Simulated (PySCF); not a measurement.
**AlN (charge −1, doublet): density, localisation and related maps**

```yaml
atoms:
  - { symbol: Al, position_ang: [0.0000, 0.0000, -0.6071] }
  - { symbol: N, position_ang: [0.0000, 0.0000, 1.1699] }
```

These are results of PBE0/def2-TZVPPD, non-relativistic Hamiltonian with scalar-relativistic core potentials where named, at a bond length of 1.777 Å in PySCF, not measurements.

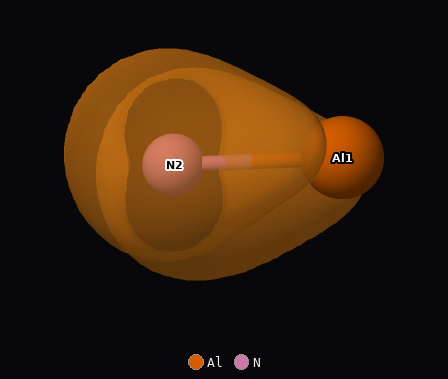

Figure 1. Isosurfaces of the spin density at +0.015 (orange) and −0.015 e/Å³ (purple), seen from one side.

Describe the spin distribution.

Answer. The unpaired spin (1 electron) lies mostly on N2 (about 0.9) and Al1 (about 0.1), in electrons by Hirshfeld's partition.

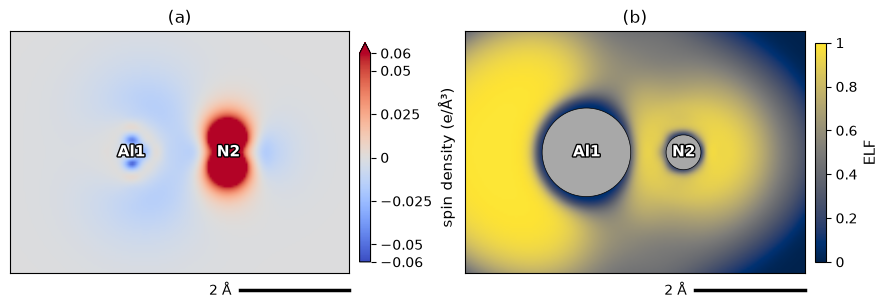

Figure 2. (a) spin density (α minus β); (b) electron localisation function on a plane that holds the molecular axis. Grey discs cover the atomic cores in the ELF map.

Interpret the plot.

Answer. The plane passes through Al and N nuclei. Al–N (1.78 Å): the ELF peaks at about 0.90 in the valence shell of N, 0.6 Å from its nucleus, and is about 0.65 at the midpoint. The ELF also peaks beside N2, away from the bonds: non-bonding electrons, paired or unpaired.
